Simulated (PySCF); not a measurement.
```yaml
atoms:
  - { symbol: C, position_ang: [1.2599, 0.9916, 1.1928] }
  - { symbol: B, position_ang: [1.3286, 0.2549, -0.1834] }
  - { symbol: C, position_ang: [2.5792, 0.2868, -1.1289] }
  - { symbol: C, position_ang: [0.0716, -0.6517, -0.6193] }
  - { symbol: C, position_ang: [0.0067, -1.9409, 0.1444] }
  - { symbol: C, position_ang: [-1.1768, -2.0873, 0.7154] }
  - { symbol: C, position_ang: [-2.0595, -0.9339, 0.3653] }
  - { symbol: O, position_ang: [-1.1892, -0.0197, -0.3018] }
  - { symbol: Al, position_ang: [-1.7236, 1.7437, -0.3473] }
  - { symbol: H, position_ang: [1.0468, 0.2959, 2.0049] }
  - { symbol: H, position_ang: [0.4186, 1.6923, 1.1868] }
  - { symbol: H, position_ang: [2.1549, 1.5487, 1.4543] }
  - { symbol: H, position_ang: [2.4285, 1.1069, -1.8325] }
  - { symbol: H, position_ang: [3.5163, 0.4898, -0.6174] }
  - { symbol: H, position_ang: [2.7022, -0.6108, -1.7313] }
  - { symbol: H, position_ang: [0.0767, -0.8719, -1.6982] }
  - { symbol: H, position_ang: [0.8451, -2.6100, 0.1949] }
  - { symbol: H, position_ang: [-1.5163, -2.9019, 1.3272] }
  - { symbol: H, position_ang: [-2.4947, -0.4257, 1.2326] }
  - { symbol: H, position_ang: [-2.8785, -1.2369, -0.3017] }
  - { symbol: H, position_ang: [-0.4764, 2.2852, -1.1568] }
  - { symbol: H, position_ang: [-3.0974, 1.5571, -1.0936] }
  - { symbol: H, position_ang: [-1.8275, 2.0647, 1.2039] }
```

Geometry: GFN2-xTB.

Method: PySCF 2.14.0, PBE0/pcSseg-1, SCF density, gas phase, non-relativistic.

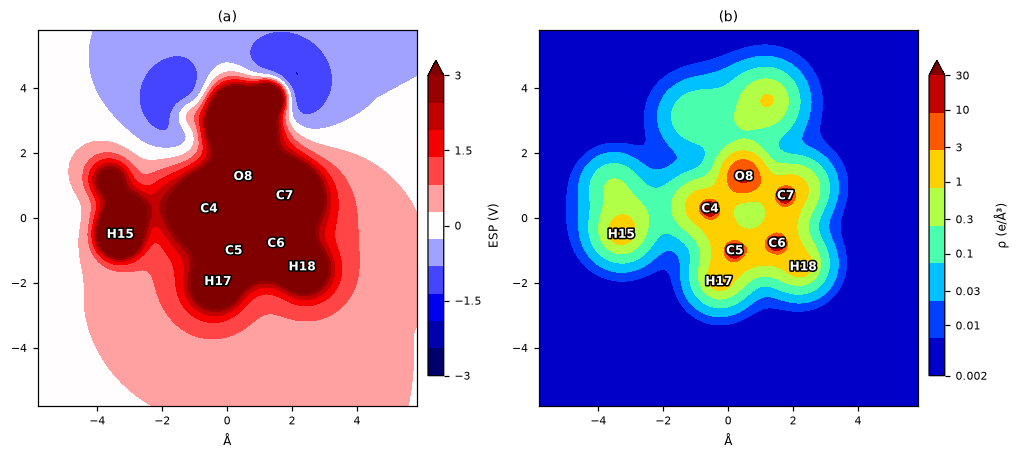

C6H14AlBO. (a) molecular electrostatic potential; (b) electron density on the plane of atoms C4, C5 and H17.

Question: Read the bonding off the picture.

Answer: Atoms in the plane: C, O and H.
C–C (1.32 Å): the density is about 2.3 e/Å³ at the midpoint.
C–O (1.43 Å): the density is about 2 e/Å³ at the midpoint, with its minimum of 1.7 e/Å³ about 0.5 Å from C.
C–H (1.07 Å): ρ at the midpoint is about 2.1 e/Å³.
C–C (1.49 Å): ρ at the midpoint is about 1.8 e/Å³.
Outside the dense part of the molecule the potential is most negative (−1.4 V) near H22, which lies off the plane.
